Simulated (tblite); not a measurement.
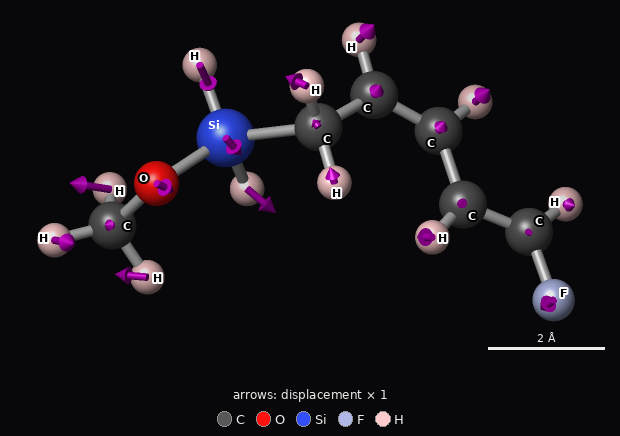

This is a relaxation of C₆H₁₁FOSi. The starting structure is drawn; purple arrows show the displacements, at their true length. The two geometries are superimposed by the best rigid fit.

A ball-and-stick model, seen face on.

Level of theory: GFN2-xTB geometry optimisation, gas phase in tblite. 

Q: Describe the change and its energy.

A: After 132 geometry steps the energy has fallen by 80.6 kJ/mol. The largest move after the best rigid fit is that of an H atom, 0.89 Å. Largest moves by element: H 0.89 Å, Si 0.55 Å, O 0.50 Å, F 0.44 Å, C 0.32 Å. Among the contacts that change: O–Si 1.710 → 1.620 Å, C–H 1.127 → 1.089 Å, C–C 1.459 → 1.441 Å, C–C 1.320 → 1.337 Å. Bond angles that change, for instance: C–O–Si 106.0° → 128.2°, O–Si–C 111.3° → 102.1°, C–Si–H 103.8° → 111.4°. Groups turn about O–Si by about 30°, C–C by about 30°, C–O by about 20°. Cost: 1.9 s on 1 thread of Arm Neoverse N1, with other jobs on the host.
